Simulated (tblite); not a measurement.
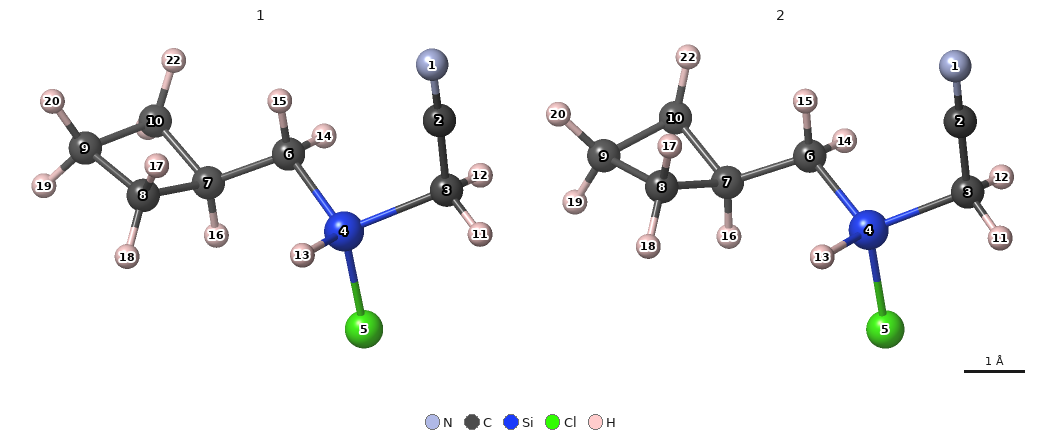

Two geometries of C₇H₁₂ClNSi, drawn at one scale. One is the start of a relaxation, the other its converged end. The picture is a ball-and-stick view, seen at a tilt.

Method: GFN2-xTB geometry optimisation, gas phase (tblite 0.8.0). 

> Which one is relaxed?

Structure 1 is the relaxed one. The energy falls by 0.277 eV in 83 geometry steps. The largest move after the best rigid fit is that of an H atom, 0.40 Å. By element the largest moves are H 0.40 Å, C 0.18 Å, Si 0.10 Å, N 0.09 Å, Cl 0.09 Å. Some distances before and after: C–Si 1.863 → 1.923 Å, H–Si 1.505 → 1.462 Å, C–C 1.461 → 1.428 Å, Cl–Si 2.055 → 2.025 Å. Among the angles between lasting bonds that change: C–Si–C 113.2° → 109.0°, C–Si–H 110.1° → 113.3°, C–C–C 86.2° → 89.2°. The run took 1.6 s on 1 thread of Arm Neoverse N1, on a shared host.
